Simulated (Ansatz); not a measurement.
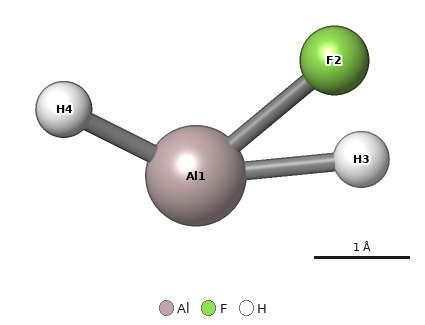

The structure as given in the input (ball-and-stick view, seen at a tilt; atoms are numbered from 1 in the order of the input). Sticks mark near contacts.

Frequency calculation of AlH2F

System: AlH2F.
Method: RKS B3LYP-D4/def2-TZVP (Ansatz 0.2.0).

It belongs to a series of runs on one base structure; here: vibrations at the highest image of the band. Figures and captions count atoms from 1; the log counts them from 0 in places.

## Input
```yaml
crystal:
  periodic: [false, false, false]
  atoms:
    - { symbol: Al, position_ang: [0.244826, 0.0, -0.468368] }
    - { symbol: F, position_ang: [0.982158, 0.0, 1.335619] }
    - { symbol: H, position_ang: [1.745014, 0.0, 0.430686] }
    - { symbol: H, position_ang: [-1.359898, 0.0, -0.367135] }
basis:
  gaussian: { orbitals: def2-TZVP }
hamiltonian:
  xc: b3lyp
  dispersion: d4
phonons: {}
```

Machine: 1 thread of Arm Neoverse V2, 24 GiB of memory available, shared host.

Command:
```bash
ansatz run input.yaml --threads 1 --pin off --max-ram 2048MiB --backend cpu --events-out ev --progress --plain --runs-dir out
```

## Log
```
Engine: ansatz 0.2.0, aarch64-unknown-linux-gnu
Functional definition: B3LYP
  parameter a0 = 0.2
  parameter ax = 0.72
  parameter ac = 0.81
  exchange = (1 - a0 - ax)*slater_x + ax*b88_x + a0*exact_x
  correlation = (1 - ac)*vwn_rpa_c + ac*lyp_c
503 factors; their error is unknown
mean field evaluation 1: about -9344.2024 eV, gradient 3.7e1 eV
mean field evaluation 2: about -9331.2544 eV, gradient 9.7e1 eV
mean field evaluation 4: about -9346.6653 eV, gradient 1.6e0 eV
mean field evaluation 8: about -9346.6730 eV, gradient 1.5e-2 eV
mean field evaluation 16: about -9346.6901 eV, gradient 1.8e-5 eV
mean field -9346.69007666 eV, -343.4845249031 hartree, gradient 1.8e-5 eV, S^2 0.000000; 0 other end points of the search recorded, 0 dependent functions left out
the calculation of the forces begins
reference -9346.69028502 eV, -343.4845325603 hartree; 12, 12 occupied and 68, 68 virtual orbitals, 503 factors
these checks for a lower state are left out or cut short: stability, starts, cluster_reference, orbital_swaps, neighbouring_geometries, increment
503 factors; their error is unknown
mean field -9346.69005882 eV, -343.4845242474 hartree, gradient 1.2e-6 eV, S^2 0.000000; 0 other end points of the search recorded, 0 dependent functions left out
the calculation of the forces begins
reference -9346.69026719 eV, -343.4845319050 hartree; 12, 12 occupied and 68, 68 virtual orbitals, 503 factors
these checks for a lower state are left out or cut short: stability, starts, cluster_reference, orbital_swaps, neighbouring_geometries, increment
503 factors; their error is unknown
mean field -9346.68998648 eV, -343.4845215892 hartree, gradient 6.6e-7 eV, S^2 0.000000; 0 other end points of the search recorded, 0 dependent functions left out
the calculation of the forces begins
reference -9346.69019483 eV, -343.4845292459 hartree; 12, 12 occupied and 68, 68 virtual orbitals, 503 factors
these checks for a lower state are left out or cut short: stability, starts, cluster_reference, orbital_swaps, neighbouring_geometries, increment
503 factors; their error is unknown
mean field evaluation 32: about -9346.6715 eV, gradient 1.4e-1 eV
mean field -9346.69009305 eV, -343.4845255057 hartree, gradient 1.9e-6 eV, S^2 0.000000; 0 other end points of the search recorded, 0 dependent functions left out
the calculation of the forces begins
reference -9346.69030145 eV, -343.4845331640 hartree; 12, 12 occupied and 68, 68 virtual orbitals, 503 factors
these checks for a lower state are left out or cut short: stability, starts, cluster_reference, orbital_swaps, neighbouring_geometries, increment
503 factors; their error is unknown
mean field -9346.69004641 eV, -343.4845237915 hartree, gradient 1.4e-6 eV, S^2 0.000000; 0 other end points of the search recorded, 0 dependent functions left out
the calculation of the forces begins
reference -9346.69025474 eV, -343.4845314475 hartree; 12, 12 occupied and 68, 68 virtual orbitals, 503 factors
these checks for a lower state are left out or cut short: stability, starts, cluster_reference, orbital_swaps, neighbouring_geometries, increment
503 factors; their error is unknown
mean field -9346.69008446 eV, -343.4845251898 hartree, gradient 1.2e-6 eV, S^2 0.000000; 0 other end points of the search recorded, 0 dependent functions left out
the calculation of the forces begins
reference -9346.69029280 eV, -343.4845328462 hartree; 12, 12 occupied and 68, 68 virtual orbitals, 503 factors
these checks for a lower state are left out or cut short: stability, starts, cluster_reference, orbital_swaps, neighbouring_geometries, increment
503 factors; their error is unknown
mean field -9346.69007670 eV, -343.4845249045 hartree, gradient 9.2e-7 eV, S^2 0.000000; 0 other end points of the search recorded, 0 dependent functions left out
the calculation of the forces begins
reference -9346.69028508 eV, -343.4845325625 hartree; 12, 12 occupied and 68, 68 virtual orbitals, 503 factors
these checks for a lower state are left out or cut short: stability, starts, cluster_reference, orbital_swaps, neighbouring_geometries, increment
503 factors; their error is unknown
mean field -9346.69006702 eV, -343.4845245488 hartree, gradient 2.9e-6 eV, S^2 0.000000; 0 other end points of the search recorded, 0 dependent functions left out
the calculation of the forces begins
reference -9346.69027540 eV, -343.4845322068 hartree; 12, 12 occupied and 68, 68 virtual orbitals, 503 factors
these checks for a lower state are left out or cut short: stability, starts, cluster_reference, orbital_swaps, neighbouring_geometries, increment
503 factors; their error is unknown
mean field evaluation 64: about -9346.6714 eV, gradient 1.6e-1 eV
mean field -9346.69005621 eV, -343.4845241516 hartree, gradient 1.0e-6 eV, S^2 0.000000; 0 other end points of the search recorded, 0 dependent functions left out
the calculation of the forces begins
reference -9346.69026455 eV, -343.4845318079 hartree; 12, 12 occupied and 68, 68 virtual orbitals, 503 factors
these checks for a lower state are left out or cut short: stability, starts, cluster_reference, orbital_swaps, neighbouring_geometries, increment
503 factors; their error is unknown
mean field -9346.68998756 eV, -343.4845216288 hartree, gradient 2.3e-6 eV, S^2 0.000000; 0 other end points of the search recorded, 0 dependent functions left out
the calculation of the forces begins
reference -9346.69019597 eV, -343.4845292876 hartree; 12, 12 occupied and 68, 68 virtual orbitals, 503 factors
these checks for a lower state are left out or cut short: stability, starts, cluster_reference, orbital_swaps, neighbouring_geometries, increment
503 factors; their error is unknown
mean field -9346.69010599 eV, -343.4845259812 hartree, gradient 6.4e-7 eV, S^2 0.000000; 0 other end points of the search recorded, 0 dependent functions left out
the calculation of the forces begins
reference -9346.69031431 eV, -343.4845336367 hartree; 12, 12 occupied and 68, 68 virtual orbitals, 503 factors
these checks for a lower state are left out or cut short: stability, starts, cluster_reference, orbital_swaps, neighbouring_geometries, increment
503 factors; their error is unknown
mean field -9346.69005672 eV, -343.4845241704 hartree, gradient 9.8e-7 eV, S^2 0.000000; 0 other end points of the search recorded, 0 dependent functions left out
the calculation of the forces begins
reference -9346.69026505 eV, -343.4845318263 hartree; 12, 12 occupied and 68, 68 virtual orbitals, 503 factors
these checks for a lower state are left out or cut short: stability, starts, cluster_reference, orbital_swaps, neighbouring_geometries, increment
503 factors; their error is unknown
mean field -9346.69010919 eV, -343.4845260986 hartree, gradient 1.8e-6 eV, S^2 0.000000; 0 other end points of the search recorded, 0 dependent functions left out
the calculation of the forces begins
reference -9346.69031759 eV, -343.4845337570 hartree; 12, 12 occupied and 68, 68 virtual orbitals, 503 factors
these checks for a lower state are left out or cut short: stability, starts, cluster_reference, orbital_swaps, neighbouring_geometries, increment
503 factors; their error is unknown
mean field evaluation 96: about -9346.6715 eV, gradient 1.4e-1 eV
mean field -9346.69005940 eV, -343.4845242689 hartree, gradient 2.1e-6 eV, S^2 0.000000; 0 other end points of the search recorded, 0 dependent functions left out
the calculation of the forces begins
reference -9346.69026773 eV, -343.4845319249 hartree; 12, 12 occupied and 68, 68 virtual orbitals, 503 factors
these checks for a lower state are left out or cut short: stability, starts, cluster_reference, orbital_swaps, neighbouring_geometries, increment
503 factors; their error is unknown
mean field -9346.69002105 eV, -343.4845228594 hartree, gradient 1.5e-6 eV, S^2 0.000000; 0 other end points of the search recorded, 0 dependent functions left out
the calculation of the forces begins
reference -9346.69022944 eV, -343.4845305178 hartree; 12, 12 occupied and 68, 68 virtual orbitals, 503 factors
these checks for a lower state are left out or cut short: stability, starts, cluster_reference, orbital_swaps, neighbouring_geometries, increment
503 factors; their error is unknown
mean field -9346.69007231 eV, -343.4845247435 hartree, gradient 1.2e-6 eV, S^2 0.000000; 0 other end points of the search recorded, 0 dependent functions left out
the calculation of the forces begins
reference -9346.69028066 eV, -343.4845323999 hartree; 12, 12 occupied and 68, 68 virtual orbitals, 503 factors
these checks for a lower state are left out or cut short: stability, starts, cluster_reference, orbital_swaps, neighbouring_geometries, increment
503 factors; their error is unknown
mean field -9346.69007734 eV, -343.4845249281 hartree, gradient 1.4e-6 eV, S^2 0.000000; 0 other end points of the search recorded, 0 dependent functions left out
the calculation of the forces begins
reference -9346.69028572 eV, -343.4845325860 hartree; 12, 12 occupied and 68, 68 virtual orbitals, 503 factors
WARN: phonons: modes at or below zero, which the zero-point energy, F, S and C_V leave out: 1, the lowest at -1245.23 cm⁻¹. A minimum has none, and a first-order saddle one
Total energy: -9346.74217711 eV, -343.4864395594 hartree
Atom 0 at     0.244826     0.000000    -0.468368 Å, force     0.000009     0.000000    -0.002111 eV/Å
Atom 1 at     0.982158     0.000000     1.335619 Å, force    -0.000420     0.000000     0.005091 eV/Å
Atom 2 at     1.745014     0.000000     0.430686 Å, force    -0.002338    -0.000000    -0.003580 eV/Å
Atom 3 at    -1.359898     0.000000    -0.367135 Å, force     0.002750    -0.000000     0.000601 eV/Å
Dipole moment:    -0.050125     0.000000    -0.188055 e Å
Vibrations: -1245.23 411.67 464.41 598.72 1670.47 1816.79 cm⁻¹, zero-point energy 0.307608 eV
```

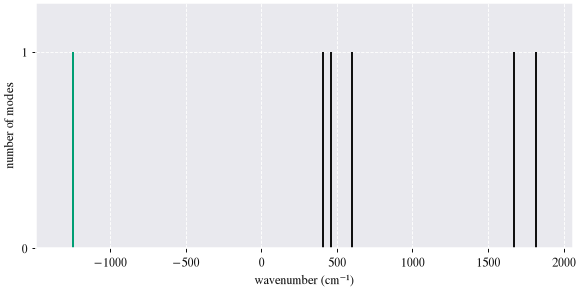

Harmonic vibrational wavenumbers from the force constants; neighbouring modes closer than 14 cm⁻¹ are counted in one stick, and imaginary ones are drawn at negative wavenumbers. 6 modes from 1245i to 1817 cm⁻¹, 1 imaginary beyond 8i (1245i cm⁻¹): a first-order saddle point, if the geometry is stationary.

## Summary

- outcome: converged
- total energy: −9346.7422 eV
- mean-field energy: −9346.6903 eV
- largest force (length of the vector): 0.005 eV/Å
- wall time: 11 s
- peak memory: 0.11 GiB
